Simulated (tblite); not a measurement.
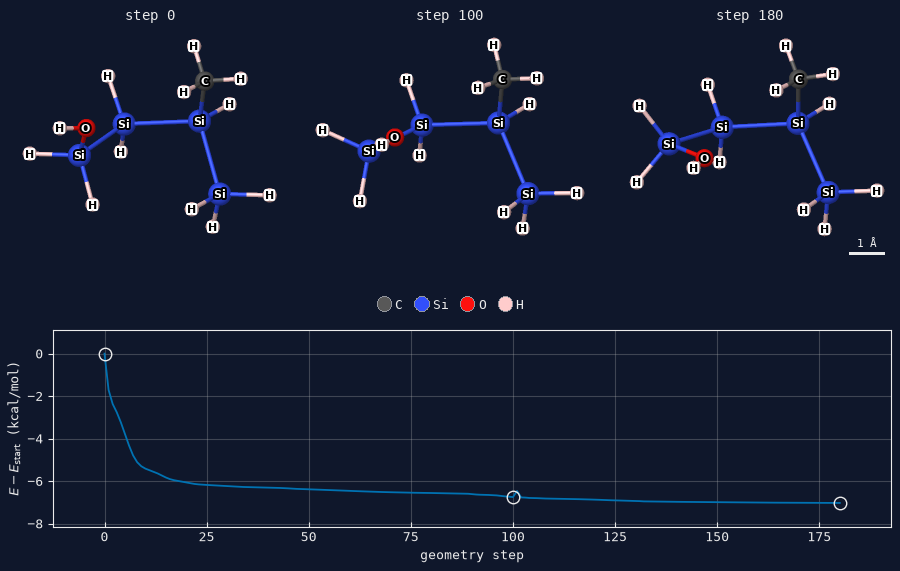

Frames of a relaxation of CH12OSi4, marked on the history of the run. Style: ball-and-stick. Shown at a tilt.

Method: GFN2-xTB geometry optimisation, gas phase in tblite 0.8.0. 

> What happens along the run?

The atom that moves furthest after the best rigid fit is an H atom (1.82 Å). By element the largest moves are H 1.82 Å, O 1.07 Å, Si 0.46 Å, C 0.19 Å. Near-neighbour distances that change, for instance: C–Si 1.849 → 1.911 Å, Si–Si 2.279 → 2.322 Å, Si–Si 2.297 → 2.335 Å, H–Si 1.498 → 1.468 Å. Among the angles between lasting bonds that change: Si–Si–O 111.6° → 99.1°, Si–Si–H 110.0° → 118.4°, Si–Si–Si 107.2° → 115.3°. Groups turn about Si–Si by about 65°, O–Si by about 30°. Over 180 geometry steps the energy falls by 7.03 kcal/mol. From step 0 to 100: an H atom moves most (1.00 Å), energy −6.75 kcal/mol. From step 100 to 180: an H atom moves most (0.95 Å), energy −0.28 kcal/mol.
